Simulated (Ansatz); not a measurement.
Structure (in its standard cell), the geometry relaxed (final pressure about 32 GPa) with DFT PBE, scalar-relativistic, plane waves, PAW in Ansatz 0.2.0; the starting structure was generated, so it need not be a known form of this composition:

```cif
data_structure
_symmetry_space_group_name_H-M 'I4/mmm'
_symmetry_Int_Tables_number 139
_cell_length_a 3.0915
_cell_length_b 3.0915
_cell_length_c 4.6410
_cell_angle_alpha 90.000
_cell_angle_beta 90.000
_cell_angle_gamma 90.000
_cell_volume 44.36
loop_
_atom_site_label
_atom_site_type_symbol
_atom_site_symmetry_multiplicity
_atom_site_Wyckoff_symbol
_atom_site_fract_x
_atom_site_fract_y
_atom_site_fract_z
_atom_site_occupancy
Be1 Be 2 a 0.00000 0.00000 0.00000 1
C1 C 4 e 0.50000 0.50000 0.13427 1
```

**Predict the [100] zone-axis pattern (80 kV, kinematic, B = 0.8 Å²).**

The spots form a centred rectangular net with both shortest vectors at d = 2.57 Å, 67.3° apart. They are 0 1 -1 and 0 1 1. The pattern has symmetry 2mm. The lattice centring (I) removes all reflections that break h + k + l = 2n.

Strongest reflections with d > 0.80 Å, one of each family (|F|² from tabulated Gaussian fits of the electron scattering factors, times a small damping for the curvature of the Ewald sphere):

```tsv
hkl	d (Å)	I (strongest = 100)
0 2 0	1.546	100
0 1 3	1.383	50
0 1 1	2.573	14
0 0 2	2.321	12
0 0 4	1.160	9
0 3 3	0.858	7
```

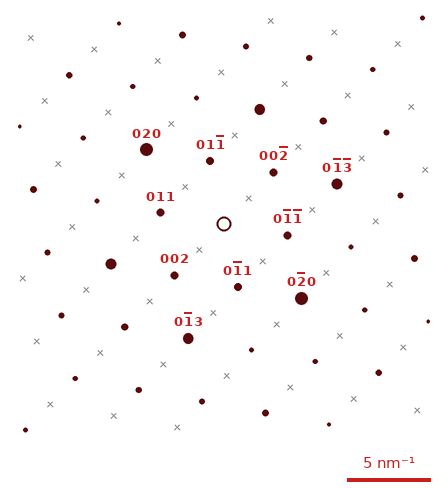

Calculated pattern, seen from the source side with [100] pointing towards the source; crosses mark the places of extinct reflections.
